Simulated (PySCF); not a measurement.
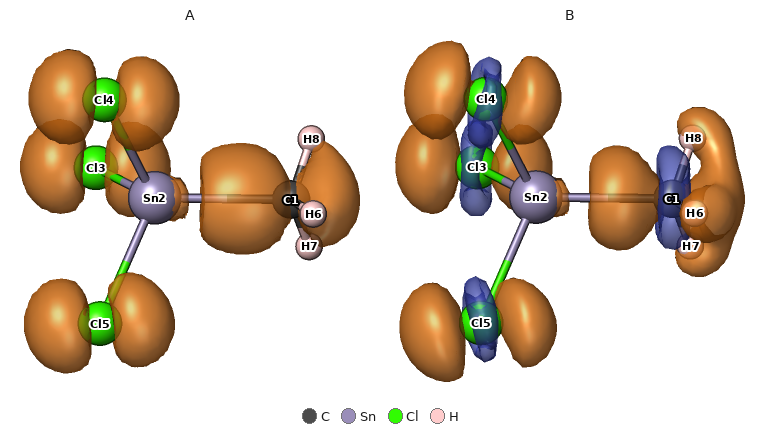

*CH₃Cl₃Sn, SMILES `C[Sn](Cl)(Cl)Cl`. The Fukui function f⁻ from two separate SCF calculations and the density of the HOMO, at ±0.02 e/Å³ (orange positive, blue negative).*

Level of theory: B3LYP/def2-SVPD (PySCF), at a geometry from GFN2-xTB. Core potentials replace the inner electrons of Sn; spin–orbit coupling isn't included. No frequency check shows the geometry to be a minimum. GFN2-xTB bond lengths at metals and heavier atoms can be off by up to 0.1 Å and shapes distorted, which carries into these values.

Input script:

```python
import numpy as np
from pyscf import gto, scf, dft
from pyscf.scf import atom_ks, atom_hf
from scipy.linalg import block_diag

def solve(mol, dm0=None, hcore=None):
    mf = (dft.UKS if mol.spin else dft.RKS)(mol, xc='b3lyp')
    mf.grids.level = 3
    mf = mf.density_fit(auxbasis='def2-universal-jkfit')
    mf.conv_tol, mf.max_cycle = 1e-8, 80
    if hcore is not None:
        mf.get_hcore = lambda *args: hcore
    mf.kernel(dm0)
    if not mf.converged:
        mf = mf.newton().run(mf.mo_coeff, mf.mo_occ, max_cycle=30)
    assert mf.converged, 'SCF not converged'
    return mf

mol = gto.M(atom='''
C      0.00571    -0.00244     2.43885
Sn     0.00050     0.00004     0.22057
Cl    -1.21966     1.77217    -0.66304
Cl    -0.92766    -1.94010    -0.66508
Cl     2.14266     0.16880    -0.66924
H      0.59229    -0.84986     2.76317
H      0.45235     0.92924     2.76414
H     -1.02478    -0.08116     2.76615
''', basis='def2-svpd', ecp={'Sn': 'def2-svpd'}, charge=0, spin=0, verbose=4)
mf = solve(mol)
out = dict(e0=mf.e_tot, dm0=mf.make_rdm1(), c=mf.mo_coeff, occ=mf.mo_occ, eps=mf.mo_energy)
for name, dq, spin in [('cation', 1, 1)]:
    ion = mol.copy().set(charge=mol.charge + dq, spin=spin).build()
    mi = solve(ion)
    if spin and dq > 0 and mol.nao < 130:
        c, _, stable, _ = mi.stability(return_status=True)
        if not stable:
            mi = solve(ion, mi.make_rdm1(c, mi.mo_occ))
    print(name, 'vertical energy change / eV', (mi.e_tot - mf.e_tot) * 27.211386)
    out.update({'e_' + name: mi.e_tot, 'dm_' + name: mi.make_rdm1(), 's2_' + name: mi.spin_square()[0], 'eps_' + name: mi.mo_energy, 'occ_' + name: mi.mo_occ})
# spherically averaged free atoms, for the promolecule
atom_ks.AtomSphAverageRKS.init_guess_by_vsap = lambda self, mol=None: self.init_guess_by_minao(mol)  # core potentials
atm = atom_ks.get_atm_nrks(mol, xc='b3lyp')
pro = block_diag(*[(atm[a[0]][2] * atm[a[0]][3]) @ atm[a[0]][2].T for a in mol._atom])
np.savez('result.npz', pro=pro, **out)
```

Launched as:

```sh
OMP_NUM_THREADS=1 python input.py
```

The run took 60 s on 1 thread of Intel(R) Xeon(R) Platinum 8259CL CPU @ 2.50GHz (Skylake/Cascade Lake), on a shared host, peak memory 0.73 GiB.

Partitions, critical points and surface values were worked out afterwards from this run's density.

Q: Which panel is which, and how good is the frozen-orbital picture?

A: B is f⁻ (it has negative regions), A the HOMO density. The HOMO lies on Cl3, Cl4 and Cl5 (21 % each), C1 (20 %) and Sn2 (12 %); f⁻ (Hirshfeld-condensed) is largest on Cl3, Cl4 and Cl5 (0.22 each); the vertical ionisation energy is 10.80 eV (the stability of the cation's solution wasn't checked). Relaxation shifts 11 % of the electron between atoms. The orbital energy is −8.86 eV.
